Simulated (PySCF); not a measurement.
System: C$_{8}$H$_{13}$NSi (SMILES C[Si](C)(C)c1cccnc1).

Input file:

```
{"job": {"xc": "B97-2", "basis": "pcSseg-1", "solvent": "chloroform", "kind": "nmr", "pop": true}, "charge": 0, "multiplicity": 1}
C     -2.264203     0.375399     0.857523
Si    -1.050534     0.047804    -0.577579
C     -1.187865     1.428477    -1.887165
C     -1.433453    -1.640428    -1.375793
C      0.718098     0.048417     0.115096
C      1.571833    -1.047454     0.028894
C      2.850029    -0.973411     0.557284
C      3.240457     0.209701     1.163558
N      2.449243     1.265194     1.258419
C      1.234722     1.177334     0.749659
H     -2.182577    -0.384055     1.629602
H     -2.073086     1.336599     1.324688
H     -3.292148     0.379396     0.507912
H     -2.183595     1.460986    -2.319014
H     -0.481882     1.279033    -2.698916
H     -0.985766     2.403782    -1.455056
H     -2.441921    -1.654760    -1.777201
H     -1.358899    -2.450079    -0.655990
H     -0.754989    -1.858984    -2.195002
H      1.237542    -1.956516    -0.450323
H      3.527253    -1.812525     0.500568
H      4.227428     0.324096     1.593578
H      0.629558     2.068978     0.854456
```

Run with:

```sh
OMP_NUM_THREADS=1 python ens_run.py task.json out
```

Geometry: GFN2-xTB.

All numbers below come from PySCF, B97-2/pcSseg-1, SCF density, in a chloroform solvent model, non-relativistic.

Question: What will maps of the electron density and electron localisation function show?

Answer: C–N (1.32 Å): the density is about 2.5 e/Å³ at the midpoint; the ELF peaks at about 0.90 between the atoms, as expected for localised, covalent bonding.
C–C (1.39 Å): ρ at the midpoint is about 2.1 e/Å³; the ELF peaks at about 0.95 between the atoms; localised, covalent bonding.
C–Si (1.90 Å): ρ at the midpoint is about 0.92 e/Å³; the ELF peaks at about 1 between the atoms: a covalent bond.
C–H (1.08 Å): ρ is about 2 e/Å³ halfway; the ELF climbs to about 1 towards the hydrogen, as it does in any bond to H (a covalent bond by its length).

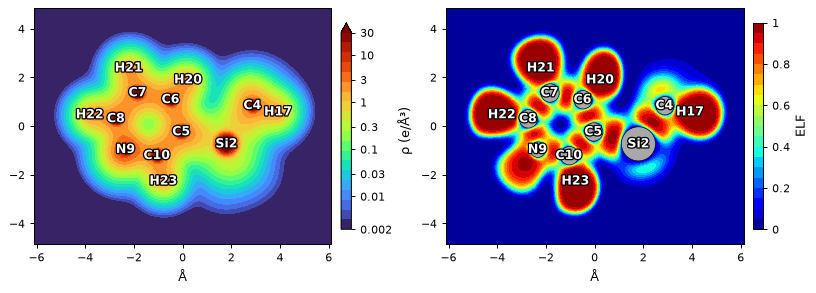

Computed electron density and electron localisation function on the plane of atoms Si2, C4 and H17, in this order. Grey discs cover the atomic cores in the ELF map. 
